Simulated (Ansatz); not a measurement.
Phonon calculation of CH7BrGe

- system: CH7BrGe
- method: RKS BLYP-D4/def2-SVP (Ansatz 0.2.0)

It belongs to a series of runs on one base structure; here: vibrations at the highest image of the band. Figures and captions count atoms from 1; the log counts them from 0 in places.

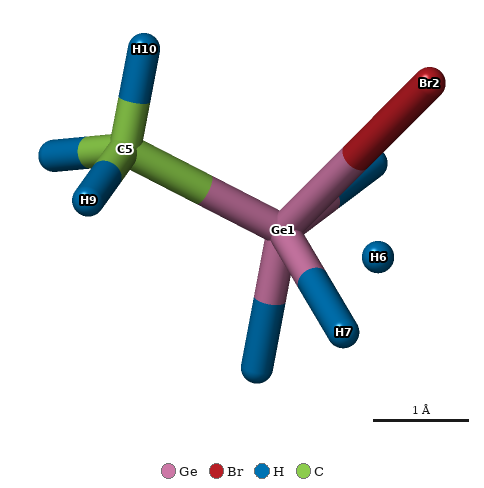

Figure 1. The input geometry (stick view, seen at a tilt; atoms are numbered from 1 in the order of the input). Sticks mark near contacts. Bond lengths as drawn: Br–Ge 2.92 Å, C–Ge 1.96 Å, C–H 1.10 to 1.11 Å and Ge–H 1.55 to 1.96 Å.

**Input file**
```yaml
crystal:
  periodic: [false, false, false]
  atoms:
    - { symbol: Ge, position_ang: [-0.317502, -0.749771, -0.025697] }
    - { symbol: Br, position_ang: [2.554428, -0.373339, -0.410766] }
    - { symbol: H, position_ang: [-0.128125, -1.815703, -1.131783] }
    - { symbol: H, position_ang: [-1.408326, -1.295606, 0.960478] }
    - { symbol: C, position_ang: [-0.651963, 1.129929, -0.484316] }
    - { symbol: H, position_ang: [1.425805, -0.593473, 1.118989] }
    - { symbol: H, position_ang: [0.689296, -0.724263, 1.656715] }
    - { symbol: H, position_ang: [-1.701888, 1.218777, -0.831854] }
    - { symbol: H, position_ang: [-0.515112, 1.754295, 0.418155] }
    - { symbol: H, position_ang: [0.053385, 1.449353, -1.270019] }
basis:
  gaussian: { orbitals: def2-SVP }
hamiltonian:
  xc: blyp
  dispersion: d4
phonons: {}
```

Run on 2 threads of Arm Neoverse V1, 24 GiB of memory available, shared host.

Command:
```bash
ansatz run input.yaml --threads 2 --pin off --max-ram 3072MiB --backend cpu --events-out ev --progress --plain --runs-dir out
```

**The program's output**
```
Engine: ansatz 0.2.0, aarch64-unknown-linux-gnu
Functional definition: BLYP
  parameter beta = 0.0042
  parameter a = 0.04918
  parameter b = 0.132
  parameter c = 0.2533
  parameter d = 0.349
  exchange = b88_x(beta = beta)
  correlation = lyp_c(a = a, b = b, c = c, d = d)
1260 factors; their error is unknown
mean field evaluation 1: about -127690.8533 eV, gradient 5.9e1 eV
mean field evaluation 2: about -127676.2339 eV, gradient 8.9e1 eV
mean field evaluation 4: about -127698.3857 eV, gradient 9.4e0 eV
mean field evaluation 8: about -127698.6911 eV, gradient 1.3e-1 eV
mean field evaluation 16: about -127698.5943 eV, gradient 1.7e-4 eV
mean field -127698.59428705 eV, -4692.8367828331 hartree, gradient 5.9e-5 eV, S^2 0.000000; 0 other end points of the search recorded, 0 dependent functions left out
the calculation of the forces begins
reference -127698.59464269 eV, -4692.8367959028 hartree; 40, 40 occupied and 73, 73 virtual orbitals, 1260 factors
these checks for a lower state are left out or cut short: stability, starts, cluster_reference, orbital_swaps, neighbouring_geometries, increment
1260 factors; their error is unknown
mean field -127698.59449392 eV, -4692.8367904355 hartree, gradient 2.4e-6 eV, S^2 0.000000; 0 other end points of the search recorded, 0 dependent functions left out
[... from here on the field's lines of each further geometry are left out, up to the last ...]
the calculation of the forces begins
reference -127698.59458968 eV, -4692.8367939543 hartree; 40, 40 occupied and 73, 73 virtual orbitals, 1260 factors
these checks for a lower state are left out or cut short: stability, starts, cluster_reference, orbital_swaps, neighbouring_geometries, increment
1260 factors; their error is unknown
mean field -127698.59422417 eV, -4692.8367805224 hartree, gradient 1.6e-6 eV, S^2 0.000000; 0 other end points of the search recorded, 0 dependent functions left out
the calculation of the forces begins
reference -127698.59457983 eV, -4692.8367935926 hartree; 40, 40 occupied and 73, 73 virtual orbitals, 1260 factors
WARN: phonons: modes at or below zero, which the zero-point energy, F, S and C_V leave out: 2, the lowest at -1020.80 cm⁻¹. A minimum has none, and a first-order saddle one
Total energy: -127699.02235633 eV, -4692.8525140889 hartree
Atom 0 at    -0.317502    -0.749771    -0.025697 Å, force     0.002728     0.008845    -0.003754 eV/Å
Atom 1 at     2.554428    -0.373339    -0.410766 Å, force     0.005466     0.007416    -0.004145 eV/Å
Atom 2 at    -0.128125    -1.815703    -1.131783 Å, force     0.008092    -0.000972     0.009121 eV/Å
Atom 3 at    -1.408326    -1.295606     0.960478 Å, force    -0.008488     0.002274     0.000303 eV/Å
Atom 4 at    -0.651963     1.129929    -0.484316 Å, force    -0.016073    -0.028830    -0.016602 eV/Å
Atom 5 at     1.425805    -0.593473     1.118989 Å, force    -0.003271     0.000693     0.004147 eV/Å
Atom 6 at     0.689296    -0.724263     1.656715 Å, force    -0.004471    -0.011689    -0.003203 eV/Å
Atom 7 at    -1.701888     1.218777    -0.831854 Å, force    -0.003733     0.007631     0.014851 eV/Å
Atom 8 at    -0.515112     1.754295     0.418155 Å, force     0.015836     0.007803    -0.006370 eV/Å
Atom 9 at     0.053385     1.449353    -1.270019 Å, force     0.003915     0.006828     0.005651 eV/Å
Dipole moment:    -0.875934     0.094187     0.101083 e Å
Vibrations: -1020.80 -26.97 125.58 175.80 209.05 410.55 543.73 575.16 655.85 761.73 812.19 847.52 871.90 891.37 1172.96 1210.84 1376.03 1395.30 1988.95 2076.30 2196.71 2966.96 3066.71 3108.91 cm⁻¹, zero-point energy 1.701069 eV
```

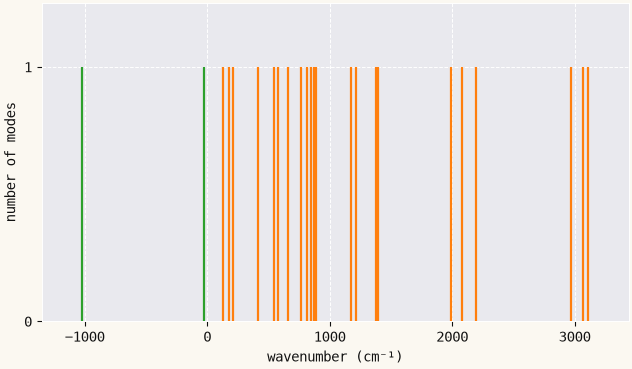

Figure 2. Harmonic vibrational wavenumbers from the force constants; neighbouring modes closer than 19 cm⁻¹ are counted in one stick, and imaginary ones are drawn at negative wavenumbers. 24 modes from 1021i to 3109 cm⁻¹, 2 imaginary beyond 8i (1021i, 27i cm⁻¹): not a minimum.

**Key numbers**

- outcome: converged
- total energy: −127699.0224 eV
- mean-field energy: −127698.5946 eV
- largest force (length of the vector): 0.037 eV/Å
- wall time: 81 s (CPU time 2.6 min)
- peak memory: 0.17 GiB
